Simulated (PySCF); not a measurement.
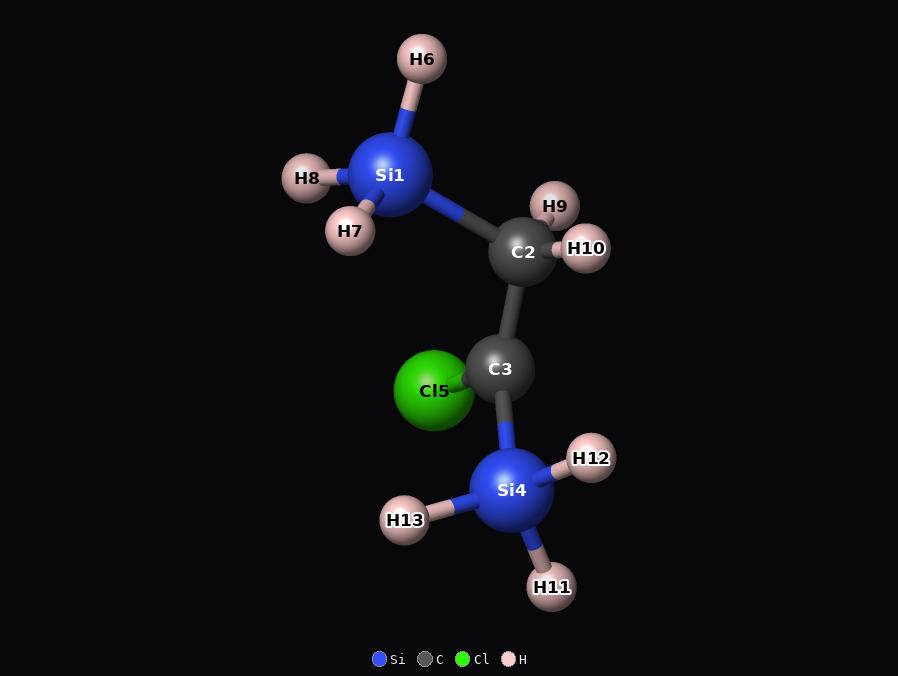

Charge 0, doublet. The computed structure is the end point of a GFN2-xTB optimisation. No frequency run is at hand to confirm it as a minimum. Level of theory: UKS B3LYP, pcH-1 on C Cl H Si, non-relativistic (PySCF 2.14.0).

Give the isotropic hyperfine couplings (Fermi-contact term alone) of Si1, C2, C3, Si4, Cl5, H6, H7, H8, H9, H10, H11, H12, H13.

```tsv
atom	isotope	a_iso (MHz)
Si1	29Si	−105.0
C2	13C	−26.0
C3	13C	100.9
Si4	29Si	39.6
Cl5	35Cl	4.8
H6	1H	18.6
H7	1H	−3.6
H8	1H	−1.4
H9	1H	65.3
H10	1H	22.1
H11	1H	31.3
H12	1H	1.4
H13	1H	70.6
```

The geometry is semi-empirical. Around Si such bond lengths and angles can be off by a tenth of an ångström or more and by several degrees, and values that hang on the shape move with them.
